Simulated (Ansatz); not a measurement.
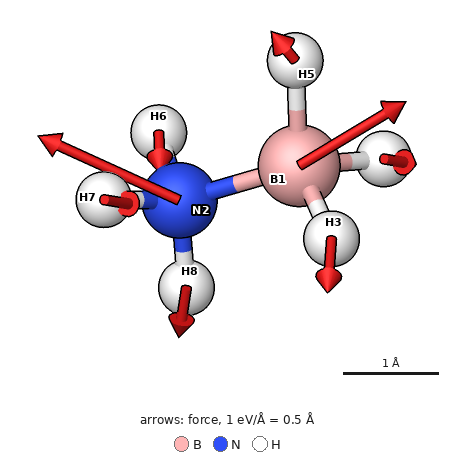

Starting geometry of BNH6 (coarse preliminary run) with the computed forces as red arrows. The picture is a ball-and-stick view, seen at a tilt.

The start comes from a force field.

Theory: RKS PBE-D4/def2-SVP (Ansatz 0.2.0). (force threshold 0.03 eV/Å; at most 200 steps)

What follows when this structure is relaxed?

It isn't relaxed: the largest force vector, on the N atom, is 3.32 eV/Å. The final displacements follow the starting forces only in part (cosine between the two patterns 0.71). The B atom moves most after the best rigid fit: 0.14 Å. By element the largest moves are B 0.14 Å, H 0.12 Å, N 0.03 Å. Near-neighbour distances that change, for instance: B–N 1.497 → 1.643 Å, B–H 1.171 → 1.233 Å, H–N 1.072 → 1.030 Å, B–H 1.202 → 1.233 Å. Bond angles that change, for instance: H–B–H 103.2° → 113.3°, N–B–H 114.7° → 105.3°, N–B–H 112.5° → 105.3°. The energy falls by 41.9 kJ/mol in 3 geometry steps. Largest force component: 2.8 eV/Å at the start, 0.019 eV/Å at the end. The run took roughly 4 core-seconds on a shared host.
